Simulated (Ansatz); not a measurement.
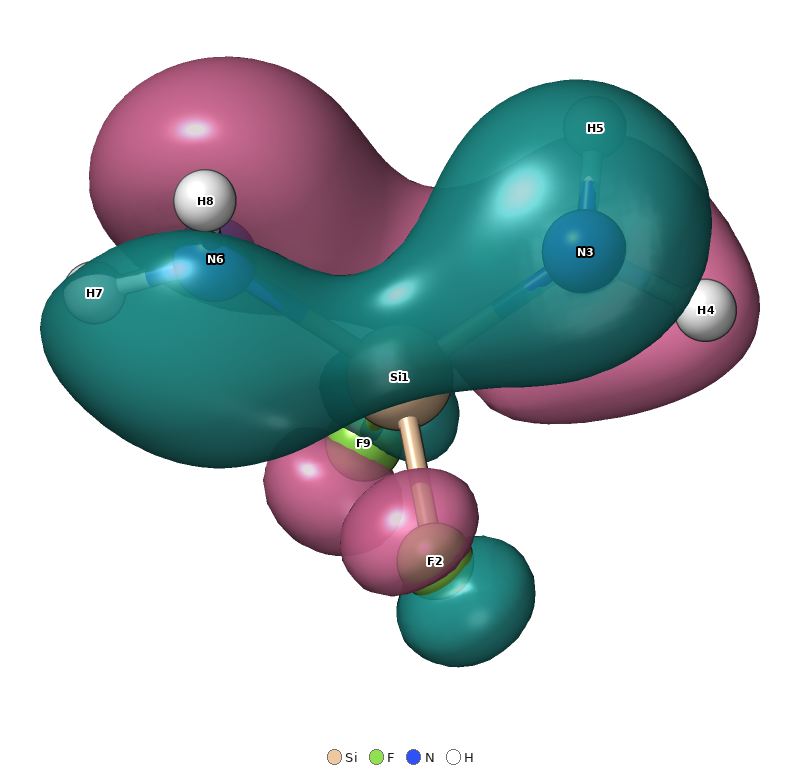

F2H4N2Si. The HOMO−1 at ±0.08 Å⁻³ᐟ² (teal and pink are the two phases), seen at a tilt.

Level of theory: RKS BLYP-D4/def2-SVP (Ansatz).

```csv
atom,x (Å),y (Å),z (Å)
Si,0.0340,0.0569,-0.1177
F,0.0200,-0.2489,1.4902
N,1.6912,0.1325,-0.5370
H,2.3794,-0.4393,-0.0430
H,1.9778,0.3330,-1.4970
N,-0.7615,1.4772,-0.6449
H,-1.7744,1.4851,-0.7814
H,-0.4006,2.4001,-0.3963
F,-0.8378,-1.1731,-0.7552
```

**What is the character of this orbital?**

It lies mainly on N3 (about 35 %) and N6 (about 35 %); largely a combination of lone pairs on N3 and N6. Its energy is −6.11 eV.
